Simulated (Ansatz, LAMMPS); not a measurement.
# Localised basis functions on Na+ TFSI- in fluoroethylene carbonate at 400 K (152 atoms), part 2 of 2

Wanted: errors and times of a linear-scaling basis for Na+ TFSI- in fluoroethylene carbonate at 400 K (152 atoms). A setting counts as converged where the r.m.s. difference of forces stays under 1 % of the r.m.s. force.

Ansatz 0.2.0; Kohn-Sham DFT, PBEsol, PAW (set soft_2), plane waves.

The cell: 2 N, 4 S, 44 O, 40 C, 24 F, 36 H and 2 Na. The network of contacts between molecules at the start is that of the classical potential that made the cell. The functional has no dispersion term. The density was typed from a rule of thumb and may lie off the real one at this temperature. Sampling is at Γ alone, for a cell whose shortest periodic width is 13 Å.

So far. Step 3 (Plane-wave single point): The stored curve holds about 627 of the 680 electrons; the rest, give or take the few that broadening carries across the Fermi level, lie in deeper levels below its range.

### Step 3. Plane-wave single point (continued)

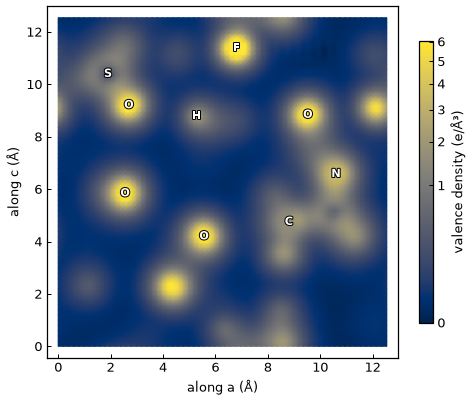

Valence density in the ac plane at fractional y = 0.331, with atoms of N and C and O and S and H and F within 0.2 Å of it. It is the smooth field of the valence electrons, not physical close to the nuclei. The map starts off the cell's origin, so that atoms lie inside it. The colour scale is stretched toward low values.

Mean intrinsic-atomic-orbital charges: C +0.29, F -0.28, H +0.21, N -1.05, Na +0.78, O -0.46 e.

### Step 4. Structure statistics

These statistics describe the geometry on which the runs were made.

Density 1.58 g/cm³, 12.97 Å³ an atom.

Pair distribution functions g(r), in bins of 0.2 Å:

| r (Å) | total | O-O | O-C | O-H | O-F | O-S | O-N |
| --- | --- | --- | --- | --- | --- | --- | --- |
| 1.00 | 1.12 | 0.00 | 0.00 | 0.00 | 0.00 | 0.00 | 0.00 |
| 1.20 | 1.49 | 0.00 | 3.81 | 0.00 | 0.00 | 0.00 | 0.00 |
| 1.40 | 3.12 | 0.00 | 11.08 | 0.00 | 0.00 | 17.00 | 0.00 |
| 1.60 | 0.22 | 0.00 | 0.00 | 0.00 | 0.00 | 0.00 | 0.00 |
| 1.80 | 0.29 | 0.00 | 0.00 | 0.00 | 0.00 | 0.00 | 0.00 |
| 2.00 | 0.84 | 0.00 | 0.00 | 2.77 | 0.00 | 0.00 | 0.00 |
| 2.20 | 2.08 | 4.51 | 1.87 | 1.61 | 1.53 | 0.00 | 0.00 |
| 2.40 | 0.67 | 1.75 | 0.24 | 0.59 | 0.65 | 0.00 | 2.97 |
| 2.60 | 0.88 | 0.12 | 0.45 | 0.96 | 0.86 | 0.00 | 8.04 |
| 2.80 | 0.81 | 0.40 | 0.28 | 1.47 | 1.53 | 0.00 | 0.00 |
| 3.00 | 0.90 | 1.19 | 0.39 | 0.87 | 1.18 | 1.48 | 0.00 |
| 3.20 | 0.82 | 0.30 | 0.68 | 1.34 | 1.16 | 0.46 | 0.00 |
| 3.40 | 0.87 | 0.71 | 1.50 | 0.96 | 0.72 | 0.39 | 0.00 |
| 3.60 | 0.70 | 0.86 | 0.90 | 0.50 | 1.25 | 0.34 | 0.00 |
| 3.80 | 0.94 | 0.73 | 0.65 | 0.99 | 1.51 | 1.79 | 0.00 |
| 4.00 | 0.79 | 0.66 | 0.81 | 0.66 | 1.07 | 1.10 | 1.11 |
| 4.20 | 1.05 | 0.96 | 1.01 | 1.37 | 0.84 | 0.49 | 1.02 |
| 4.40 | 1.02 | 1.09 | 0.94 | 1.16 | 1.08 | 0.23 | 0.45 |
| 4.60 | 1.04 | 0.77 | 0.99 | 0.96 | 1.06 | 0.85 | 0.84 |
| 4.80 | 1.07 | 1.30 | 1.00 | 1.14 | 1.03 | 1.35 | 1.17 |
| 5.00 | 1.00 | 1.10 | 1.07 | 0.93 | 0.81 | 1.59 | 1.43 |
| 5.20 | 1.08 | 0.75 | 0.93 | 0.96 | 1.15 | 0.97 | 2.30 |
| 5.40 | 1.08 | 0.99 | 1.34 | 1.12 | 1.12 | 0.46 | 0.92 |
| 5.60 | 1.12 | 1.19 | 1.05 | 0.96 | 1.27 | 1.57 | 1.14 |
| 5.80 | 1.04 | 0.94 | 1.11 | 0.71 | 0.89 | 1.59 | 0.26 |
| 6.00 | 0.96 | 0.88 | 1.00 | 1.00 | 0.85 | 1.24 | 1.48 |
| 6.20 | 1.08 | 1.20 | 1.03 | 0.99 | 1.00 | 0.82 | 1.15 |

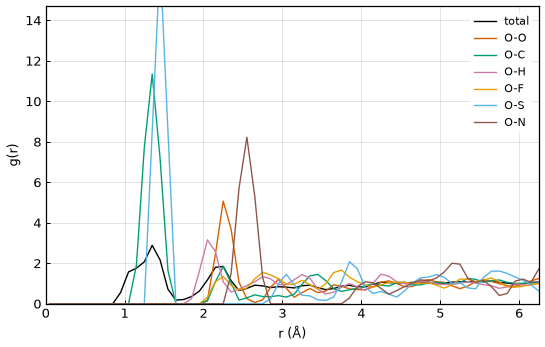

Pair distribution functions, lightly smoothed, with peaks cut at 14.

A closer look about C45, which bears the longest force: 8 atoms, nearest first, numbered in the order of the input, with positions taken from that point.

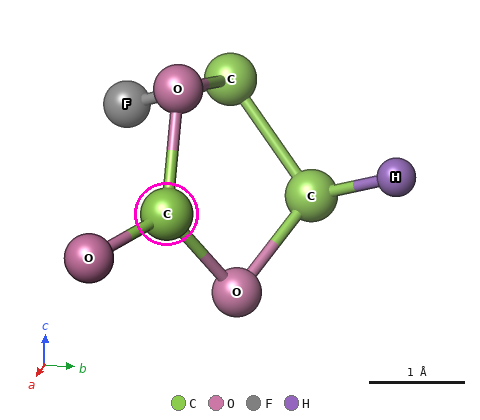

The atoms of the table, within 2.6 Å (arrows a, b, c point along x, y, z); some may hide others; the central atom is ringed.

| atom | x | y | z | distance (Å) | intrinsic-atomic-orbital charge (e) | Fx | Fy | Fz (eV/Å) |
| --- | --- | --- | --- | --- | --- | --- | --- | --- |
| C45 | 0.00 | 0.00 | 0.00 | 0.00 | 0.65 | 5.70 | -3.32 | -1.44 |
| O46 | 1.04 | -0.63 | -0.21 | 1.23 | -0.50 | -0.67 | 0.47 | 0.47 |
| O44 | -0.53 | 0.68 | -0.98 | 1.31 | -0.27 | -2.02 | 0.55 | 1.61 |
| O47 | -0.58 | -0.03 | 1.20 | 1.33 | -0.31 | 0.77 | -0.16 | 1.10 |
| C43 | -1.58 | 1.26 | -0.20 | 2.03 | -0.18 | -3.68 | 1.78 | -1.34 |
| C42 | -1.88 | 0.29 | 0.90 | 2.11 | 0.29 | 0.97 | 0.20 | -1.43 |
| F41 | -2.35 | -0.89 | 0.35 | 2.54 | -0.30 | -1.03 | 0.24 | 0.35 |
| H49 | -1.25 | 2.22 | 0.21 | 2.55 | 0.22 | -0.10 | 0.28 | 0.02 |

### Step 5. Support functions medium

The cell is solved in localised support functions. Besides, the program derives a nominal cutoff of 631 eV for this run, against the reference's 420.

This step: Kohn-Sham DFT, PBEsol, PAW (set soft_2), localised support functions (medium) (Ansatz 0.2.0).

File input.yaml:

```yaml
crystal:
  lattice:
    - [12.54047, 0.0, 0.0]
    - [0.0, 12.54047, 0.0]
    - [0.0, 0.0, 12.54047]
  atoms:
    [... the 152 atom lines of step 3 ...]
kpoints:
  mp_grid: { grid: [1, 1, 1] }
hamiltonian:
  xc: pbesol
scf:
  occupations: { method: gaussian, width: 0.025 }
  eigensolver: { kind: { support_functions: { accuracy: medium } } }
  max_iter: 150
output:
  forces: true
  eigenvalues: true
```

The run is started by

```sh
ansatz run input.yaml --threads 8 --pin off --max-ram 15872MiB --backend cpu --events-out ev --progress --plain --runs-dir out
```

Numbers of over 12 decimals in the logs are rounded to 6 here.

What it wrote:

```text
Warning: scf.eigensolver.kind.support_functions: disabling space-group detection — the functions' gradient is summed over unrotated k-points, so no spatial operation reduces the k-mesh or symmetrises the density; time reversal is kept, so that k and −k are solved as one point where they differ and the mesh holds both, and exact exchange and, on two spinor components, a DFT+U term hold to it where the run has them: [...]
Warning: basis.ecutwfc = 631 eV, auto-derived: no grid that the accuracy of the support functions lays serves the files at the lower one that their records recommend; a deck with other species or settings can derive another value
settings of this run that can trade accuracy for cost: scf.eigensolver.kind.support_functions [...]
[...]
Crystal: 152 atoms, lattice volume = 1972.157 Å³
Basis set: ecut = 631 eV, 71015 PW (Γ), exchange–correlation on 216×216×216 points (8 copies of the dense FFT grid, shifted against one another)
Bands: 408, of which v1, the nominal top of the filled ones, is band 340 counted from 1 (339 counted from 0)
Symmetry: 1 space group operations
k-points: 1
[...]
SCF iter   1: F=—  HF=-61588.908242 eV  |F-HF|=—  |Δ(HF+E_count)|=         —  Δρ=1.57e-1  dr2=8.74e2  ethr=1.00e-1
[...]
SCF iter  16: F=—  HF=-61522.146005 eV  |F-HF|=—  |Δ(HF+E_count)|=   1.14e-3  Δρ=9.60e-6  dr2=3.53e-6  ethr=1.58e-9  κ⁻¹=1.5e-4(r=7)
SCF iter  17: F=-61522.146004 eV  HF=-61522.146004 eV  |F-HF|=4.03e-7  |Δ(HF+E_count)|=   5.79e-7  Δρ=3.89e-6  dr2=1.08e-6  ethr=5.19e-10
SCF 1 converged in 17 iterations: F = -61522.163636 eV  dr2 = 1.08e-6
[...]
SCF converged after 17 iterations
Stability not checked: this state was not tested for a lower state beside it, because the mixer in use, unlike msr1, does not test its closes by its own steps (another_mixer; see scf.mixing.algorithm and scf.lower_state_search)
Free energy (F): -61522.163636 eV
[...]
Internal energy: -61522.163636 eV  (E = F + TS)
E sigma→0 (E₀):  -61522.163636 eV
Fermi energy:    1.886160 eV
[...]
Σ components = -61522.163636   (vs F -61522.163636, Δ=0.00e0)
--- Forces (eV/Å), atoms counted from 1 ---
  atom   1  N      0.16066148     0.47242530     1.16509639
  atom   2  S      2.28074409    -0.89323192    -3.68303114
  atom   3  O     -1.05685213    -0.77813407     1.25170257
  atom   4  O     -0.11077676     1.06711758     0.58418971
[...]
atom 152  Na    -0.42570142     0.52170903    -0.25461040
  max |Σ_I F_I| component: 2.22e-3 eV/Å
--- Band table (eV) ---
[...]
```

Wall time 91 s (8 threads of Arm Neoverse V2, shared host); peak memory 5.7 GiB.

The program notes that the band table was not solved further than the SCF left it and it switched symmetry off.

Keys that differ from the reference: support_functions.accuracy = "medium" and scf.max_iter = 150.

Forces differ from the reference by 5.6 meV/Å r.m.s., 0.44 % of their size, within a tolerance of 1 %; the energy by -6.2 meV/atom. It took 91 s and 17 cycles; the reference's time can't be set against it, since the two runs asked for unlike analyses.

### Step 6. The ladder side by side

Differences are against the plane-wave reference (Kohn-Sham DFT, PBEsol, PAW (set soft_2), plane waves), whose r.m.s. force component is 1.28 eV/Å. Energies are set beside the reference only for runs with its functional, potentials and electron count. Times are for 8 threads of Arm Neoverse V2, shared host. The reference's time includes the DOS, the stress and grids, which some other runs skip.

| run | Δ force, r.m.s. (meV/Å) | share of r.m.s. force (%) | Δ energy (meV/atom) | Δ gap (eV) | cycles | time | host memory (GiB) |
| --- | --- | --- | --- | --- | --- | --- | --- |
| reference | - | - | - | - | 11 | 22 s | 3.0 |
| support functions medium | 5.59 | 0.436 | -6.20 | -6.0e-4 | 17 | 91 s | 5.7 |

### Step 7. Summary of results

- free energy per atom: -404.7449 eV/atom
- pressure: 2.395 GPa
- r.m.s. force component: 1.282 eV/Å
- gap (highest filled to lowest empty level): 4.464 eV
- wall time of the 2 DFT runs: 1.9 min

What this shows: Against plane waves at 420 eV, the forces differ by 5.6 meV/Å (0.44 %) with support functions medium. At 152 atoms the run with support functions medium takes roughly 4.1 times the time of plane waves (whose run also made extra analyses, so the like-for-like ratio is larger), in 17 SCF cycles against 11. In energy the support functions at preset levels lie below plane waves at 420 eV. Their grid holds more waves than that cutoff, so part of the difference is likely the reference's own basis error.

The highest filled and lowest empty levels differ by 4.46 eV (at Γ alone); a semilocal functional tends to put such gaps too low. In a disordered cell it changes from sample to sample and from frame to frame.

What to keep in mind: The force components of 1.3 eV/Å r.m.s. reflect the temperature of the frame as well as the gap between the generating potential and DFT, above all in bond lengths inside molecules. The pressure of 2.4 GPa is that of one thermal frame, in which the classical model's bond lengths enter as well as the volume, without the kinetic term and with the strain of bonds inside molecules.

[Logs are printed without paths, hosts, clocks, repeated set-up lines and the standing remarks that a program may print on its own settings, such as how far it seeks lower states.]

[Hosts, paths, dates, database ids (printed as entryN), source tags and the programs' standing remarks are cut or masked in the printed files.]
